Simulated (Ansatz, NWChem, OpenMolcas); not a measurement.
## IF (iodine monofluoride): the vertical energy of the triplet above the singlet, rung by rung

IF: 2 atoms, total charge 0, spin state singlet. SMILES: `FI`. The bond length is the measured one.

```tsv
atom	x (Å)	y (Å)	z (Å)
F	0.0000	0.0000	0.0000
I	0.0000	0.0000	1.9098
```

Each level gives the vertical energy of the triplet above the singlet (eV). The values are calculated.

```tsv
level	kind	program	value (eV)	CPU time (all runs)
BLYP/def2-TZVP (core potential)	GGA	Ansatz	2.05	11 s
B3LYP/def2-TZVP (core potential)	global hybrid	Ansatz	2.10	12 s
BHLYP/def2-TZVP (core potential)	global hybrid	OpenMolcas	2.11	47 s
r2SCAN0/def2-TZVP (core potential)	hybrid meta-GGA	Ansatz	1.95	17 s
wB97M-V/def2-TZVP (core potential)	range-separated hybrid	Ansatz	2.16	56 s
RPA@PBE/def2-TZVP (core potential)	RPA	Ansatz	2.17	14 s
MP2/def2-TZVP (core potential)	perturbation theory	Ansatz	2.23	4.2 s
CCSD/def2-TZVP (core potential)	coupled cluster or CI	NWChem	2.20	3.1 min
FCI/STO-3G	exact in the basis	Ansatz	3.85	1.1 s
```

All-electron rows without a relativistic Hamiltonian named are non-relativistic, while core potentials hold scalar relativity, so basis and relativity change together. Spin-orbit coupling, which can split open shells on such heavy atoms by tenths of an eV, is left out. The values span 1.95 to 3.85 eV. High-level rows in very small sets aren't better than simpler rows in larger ones. In the correlated wave-function rows the outer d shell of I is correlated, in sets not made for it. CPU times are rough (shared hosts, several kinds of processor): they show what a rung costs within a factor of a few.

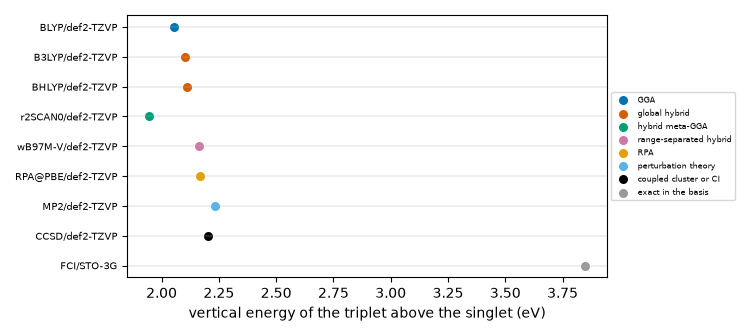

The values of the table, level by level.
